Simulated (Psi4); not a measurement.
# HF/def2-TZVPPD run of SiO (SMILES O=[Si])

What is the vertical singlet–triplet gap of SiO at HF/def2-TZVPPD? 

The results are computed with Psi4 1.11.

10 further runs of the same task are left out: 10 that didn't finish.

### Step 1. The structure to begin with

The species is SiO (2 atoms), meant as a singlet with charge 0. As SMILES, `O=[Si]`. The shape is that of a PBE0-D4/def2-TZVP optimisation.

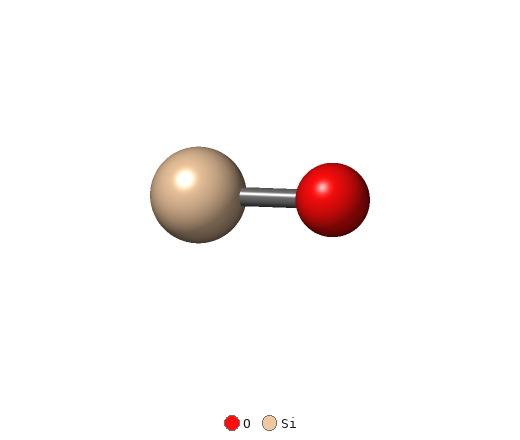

The structure, seen from a chosen angle (oxygen red, silicon light orange).

### Step 2. Energy and forces at HF/def2-TZVPPD

calc.py

```python
import psi4

psi4.set_memory(1600000000)
psi4.set_num_threads(1)
psi4.core.set_output_file('run.log', False)

geom = psi4.geometry("""
O     -0.640700     0.231500    -0.324000
Si     0.640700    -0.231500     0.324000
symmetry c1
""")

psi4.set_options({
    'puream': True,
    'e_convergence': 1e-09,
    'd_convergence': 1e-08,
    'scf_type': 'pk',
})

result, w = psi4.gradient('hf/def2-TZVPPD', return_wfn=True)
psi4.oeprop(w, 'WIBERG_LOWDIN_INDICES', 'MAYER_INDICES', 'DIPOLE', title='HF')
print('gradient / Eh bohr^-1')
print(result.np.round(6))
print(f'energy = {w.energy():.10f} Eh')
```

Launch:

```sh
$ python calc.py
```

run.log:

```text
[...]
  Running in c1 symmetry.
[...]
  Nuclear repulsion =   39.283332351226669
[...]
  Multiplicity = 1
[...]
  Nalpha       = 11
  Nbeta        = 11
[...]
    Number of basis functions: 88
[...]
   @RHF iter   1:  -363.68855447713958   -8.20067e-01   6.99706e-03 DIIS/ADIIS
[...]
   @RHF iter  11:  -363.84246550571368   -1.81899e-12   2.78114e-09 DIIS
[...]
    Orbital Energies [Eh]
    ---------------------
    Doubly Occupied:
       1A    -68.818277     2A    -20.532156     3A     -6.167720
       4A     -4.269130     5A     -4.269130     6A     -4.268931
       7A     -1.263281     8A     -0.609502     9A     -0.474910
      10A     -0.474910    11A     -0.437590
[...]
  @RHF Final Energy:  -363.84246550571368
   => Energetics <=
    Nuclear Repulsion Energy =             39.2833323512266688
    One-Electron Energy =                -583.0805231498776493
    Two-Electron Energy =                 179.9547252929372689
    Total Energy =                       -363.8424655057136761
[...]
  -Total Gradient:
     Atom            X                  Y                   Z
    ------   -----------------  -----------------  -----------------
       1        0.000000000103    -0.000000000016    -0.038810344391
       2       -0.000000000103     0.000000000016     0.038810344393
[...]
 Multipole Moments:
 ------------------------------------------------------------------------------------
     Multipole            Electronic (a.u.)      Nuclear  (a.u.)        Total (a.u.)
 ------------------------------------------------------------------------------------
 L = 1.  Multiply by 2.5417464519 to convert [e a0] to [Debye]
 Dipole X            :         -0.0000000            0.0000000           -0.0000000
 Dipole Y            :          0.0000000            0.0000000            0.0000000
 Dipole Z            :          1.4548528            0.0073522            1.4622050
 Magnitude           :                                                    1.4622050
[...]
```

On the terminal:

```text
gradient / Eh bohr^-1
[[ 0.      -0.      -0.03881]
 [-0.       0.       0.03881]]
energy = -363.8424655057 Eh
```

Wall time 5.1 s (1 thread of AMD EPYC 7B13 (Zen 3), shared host); peak memory 0.31 GiB.

### Step 3. The triplet: the energy at UHF/def2-TZVPPD

input.json

```json
{
  "schema_name": "qcschema_input",
  "schema_version": 1,
  "molecule": {
    "schema_name": "qcschema_molecule",
    "schema_version": 2,
    "symbols": ["O", "Si"],
    "geometry": [-1.21074753, 0.4374716, -0.61227126, 1.21074753, -0.4374716, 0.61227126],
    "molecular_charge": 0,
    "molecular_multiplicity": 3,
    "fix_symmetry": "c1"
  },
  "driver": "energy",
  "model": {
    "method": "scf",
    "basis": "def2-TZVPPD"
  },
  "keywords": {
    "reference": "uhf",
    "puream": true,
    "e_convergence": 1e-09,
    "d_convergence": 1e-08,
    "scf_type": "pk",
    "maxiter": 200,
    "scf_properties": ["LOWDIN_CHARGES", "WIBERG_LOWDIN_INDICES", "MULLIKEN_CHARGES"]
  }
}
```

Launch:

```sh
$ psi4 --qcschema input.json -n 1 --memory 1600MB
```

stdout:

```text
[...]
  Running in c1 symmetry.
[...]
  Nuclear repulsion =   39.283332356482084
[...]
  Multiplicity = 3
[...]
  Nalpha       = 12
  Nbeta        = 10
[...]
    Number of basis functions: 88
[...]
   @UHF iter   1:  -363.52508137610528   -6.56589e-01   7.27308e-03 ADIIS/DIIS
[...]
   @UHF iter  18:  -363.71411979493462   -5.05906e-12   5.81075e-09 DIIS
[...]
   @S^2 Observed:                2.027526937E+00
[...]
    Orbital Energies [Eh]
    ---------------------
    Alpha Occupied:
       1A    -68.854601     2A    -20.562830     3A     -6.203083
       4A     -4.311423     5A     -4.309245     6A     -4.303367
       7A     -1.317337     8A     -0.681664     9A     -0.550331
      10A     -0.538908    11A     -0.505291    12A     -0.295159
    Alpha Virtual:
      13A      0.002027    14A      0.058964    15A      0.080904
      16A      0.132627    17A      0.139449    18A      0.142071
      19A      0.142505    20A      0.144524    21A      0.181041
      22A      0.186011    23A      0.236980    24A      0.311216
      25A      0.342322    26A      0.354629    27A      0.363445
[...]
  @UHF Final Energy:  -363.71411979493462
   => Energetics <=
    Nuclear Repulsion Energy =             39.2833323564820844
    One-Electron Energy =                -582.3964764291181382
    Two-Electron Energy =                 179.3990242777014146
    Total Energy =                       -363.7141197949346179
  UHF NO Occupations:
  HONO-2 :   10  A 1.9897000
  HONO-1 :   11  A 1.0000000
[...]
 Multipole Moments:
 ------------------------------------------------------------------------------------
     Multipole            Electronic (a.u.)      Nuclear  (a.u.)        Total (a.u.)
 ------------------------------------------------------------------------------------
 L = 1.  Multiply by 2.5417464519 to convert [e a0] to [Debye]
 Dipole X            :         -0.0000000            0.0000000           -0.0000000
 Dipole Y            :          0.0000000           -0.0000000            0.0000000
 Dipole Z            :          1.3781492            0.0073522            1.3855014
 Magnitude           :                                                    1.3855014
[...]
  Mulliken Charges: (a.u.)
   Center  Symbol    Alpha    Beta     Spin     Total
       1     O     4.49375  4.00963  0.48412 -0.50338
       2    SI     7.50625  5.99037  1.51588  0.50338
   Total alpha = 12.00000, Total beta = 10.00000, Total charge = -0.00000
  Lowdin Charges: (a.u.)
   Center  Symbol    Alpha    Beta     Spin     Total
       1     O     4.58630  4.03391  0.55239 -0.62021
       2    SI     7.41370  5.96609  1.44761  0.62021
  Total alpha = 12.00000, Total beta = 10.00000, Total charge = -0.00000
[...]
```

The result, in JSON:

```text
{
 "driver": "energy",
 "model": {
  "method": "scf",
  "basis": "def2-TZVPPD"
 },
 "success": true,
 "return_result": -363.7141197949346,
 "properties": {
  "calcinfo_nbasis": 88,
  "calcinfo_nmo": 88,
  "calcinfo_nalpha": 12,
  "calcinfo_nbeta": 10,
  "calcinfo_natom": 2,
  "nuclear_repulsion_energy": 39.283332356482084,
  "return_energy": -363.7141197949346,
  "scf_one_electron_energy": -582.3964764291181,
  "scf_two_electron_energy": 179.39902427770141,
  "scf_dipole_moment": [-1.474924565169996e-09, 2.885458377309574e-10, 1.3855014286474536],
  "scf_total_energy": -363.7141197949346,
  "scf_iterations": 18
 }
}
```

Run time: 3.3 s. Hardware: 1 thread of AMD EPYC 7B13 (Zen 3), shared host; peak memory 0.32 GiB.

### Step 4. Summary of results

At HF/def2-TZVPPD:

| quantity | value |
| --- | --- |
| singlet: total energy | -363.84247 Eh |
| singlet: dipole moment | 3.72 D |
| singlet: HOMO energy | -11.91 eV |
| singlet: LUMO energy | 0.87 eV |
| singlet: HOMO–LUMO gap | 12.77 eV |
| singlet: largest force on an atom | 1.996 eV/Å |
| triplet: total energy | -363.71412 Eh |
| triplet: dipole moment | 3.52 D |
| triplet: HOMO energy (highest over α and β) | -8.03 eV |
| triplet: LUMO energy (lowest over α and β) | -1.99 eV |
| triplet: ⟨S²⟩ | 2.028 |
| vertical energy of the triplet above the singlet | 3.492 eV |

**Reading.** At this shape the triplet lies 3.49 eV (81 kcal/mol) above the singlet. The largest force (singlet) is 2.00 eV/Å: the shape isn't a stationary point for this species at this level.
